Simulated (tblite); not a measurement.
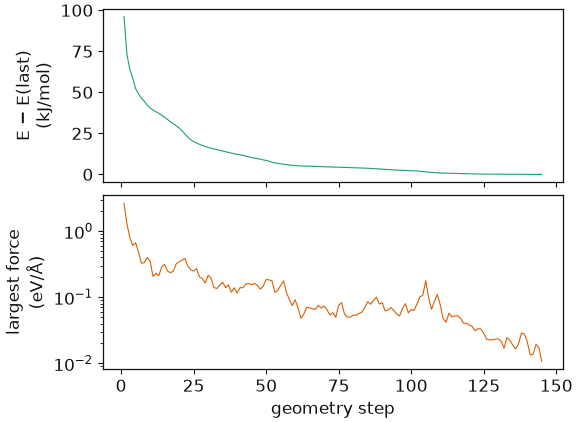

History of a geometry optimisation.

The run: C6H18BP (SMILES [BH3-][P@@H+](CC)C(C)(C)C), by tblite 0.8.0, GFN2-xTB geometry optimisation, gas phase.

**How did the optimisation end?**

The optimisation met its thresholds at geometry 145, counting the start as the first. The energy fell by about 96 kJ/mol from the first step to the last. The largest force goes from about 2.6 eV/Å at the start to 0.011 eV/Å at the end.
